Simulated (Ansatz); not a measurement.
System: C$_{5}$H$_{13}$GaN$_{2}$.

```xyz
21

C     1.6794   -0.2552   -1.4354
C     0.4606    0.0136   -0.6190
N    -0.5504   -0.8336   -0.5242
C    -0.6012   -2.0870   -1.2152
Ga   -1.5623    0.4263    0.6825
C    -1.6120   -0.1502    2.5673
N     0.2447    1.1065    0.0913
C     1.1590    2.2058    0.1932
H     2.1700   -1.1678   -1.0880
H     2.3913    0.5663   -1.3853
H     1.4012   -0.4169   -2.4799
H    -1.5027   -2.6236   -0.9182
H     0.2538   -2.7343   -0.9805
H    -0.6383   -1.9692   -2.3065
H    -2.7482    1.1495   -0.0579
H    -1.7811    0.7008    3.2321
H    -0.6718   -0.6266    2.8518
H    -2.4234   -0.8625    2.7371
H     0.7303    2.9619    0.8516
H     1.3502    2.6910   -0.7724
H     2.1263    1.9158    0.6227
```

Geometry: PBE0-D4/def2-TZVP.

Theory: RKS PBE0-D4/def2-TZVPP (Ansatz).

### What can the converged electron density and electron localisation function tell about the bonding?

C–N (1.32 Å): ρ at the midpoint is about 2.6 e/Å³; the ELF peaks at about 0.90 between the atoms: a covalent bond.
C–C (1.49 Å): ρ is about 1.8 e/Å³ halfway; the ELF peaks at about 0.95 between the atoms (localised, covalent bonding).
Ga–N (2.02 Å): ρ is about 0.6 e/Å³ halfway; the ELF peaks at about 0.90 in the valence shell of N, 0.7 Å from its nucleus, and is about 0.30 at the midpoint.
C–H (1.09 Å): ρ is about 2 e/Å³ halfway; the ELF climbs to about 1 towards the hydrogen, as it does in any bond to H (a covalent bond by its length).

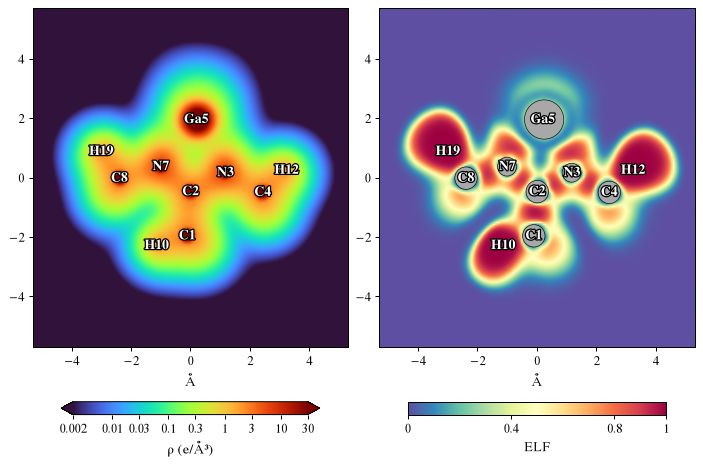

Computed electron density and electron localisation function on the plane of atoms C2, N7 and Ga5, in this order. Grey discs cover the atomic cores in the ELF map. 
